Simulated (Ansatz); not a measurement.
NbSi2, pressure series

The parent structure is NbSi₂ (space group P6_222, No. 180; a = 4.810 Å, c = 6.618 Å).

Cell and atoms are relaxed at each pressure.

Calculations: PBE (Ansatz, a quantum-chemistry and plane-wave program, PAW, no spin-orbit coupling).

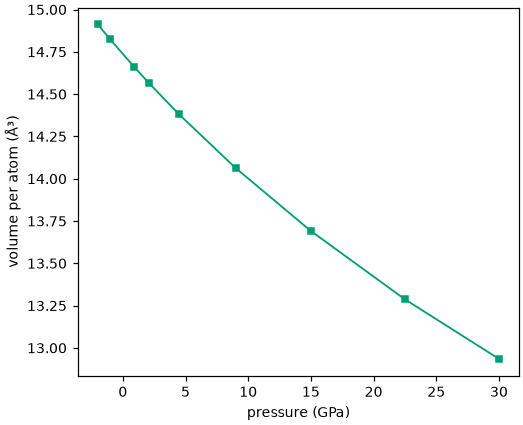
Figure. Volume against pressure

Task: Estimate the zero-pressure bulk modulus from the plot.

Result: About 170 GPa; a third-order Birch–Murnaghan fit to the points gives V₀ = 14.74 Å³/atom, B₀ = 174 GPa and B₀′ = 4.3.

Load acts through the strain it causes; cell and atoms are relaxed under it. No phonon test of stability was made. Competing high-pressure phases were not computed. All final runs are without spin polarisation. An odd electron count without spin: NbSi2.
